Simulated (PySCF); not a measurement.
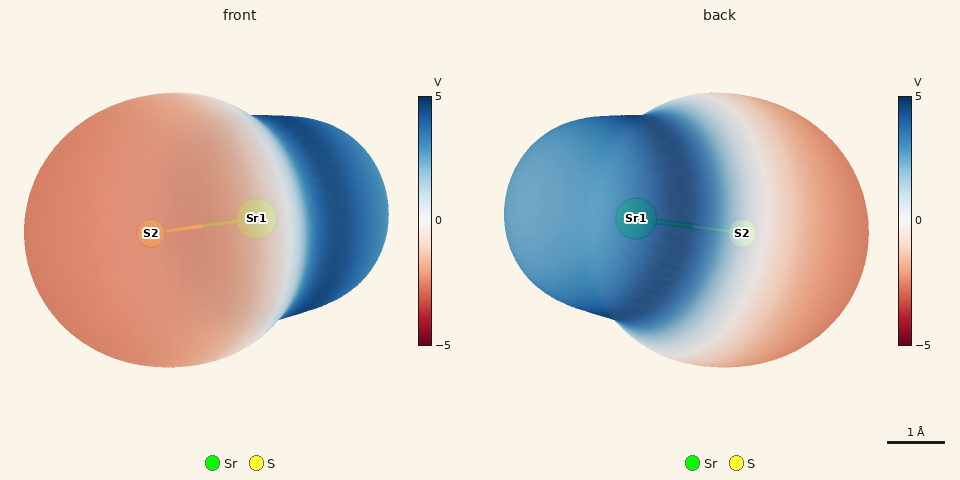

*SrS. The molecular electrostatic potential painted on the density surface at 0.001 e/bohr³, seen from the front and from behind; the colour scale runs from red (negative) to blue (positive).*

The calculation used PBE0/x2c-TZVPall, spin-free X2C-1e, Gaussian nucleus, at a bond length of 2.421 Å in PySCF 2.14.0.

```yaml
atoms:
  - { symbol: Sr, position_ang: [0.0000, 0.0000, -0.6457] }
  - { symbol: S, position_ang: [0.0000, 0.0000, 1.7753] }
```

Where is the surface potential most negative and most positive?

Answer. The most negative region (about −2.4 V, or −55 kcal/mol for a unit charge) lies over S2, the most positive (about +4.6 V, or +106 kcal/mol for a unit charge) over Sr1.
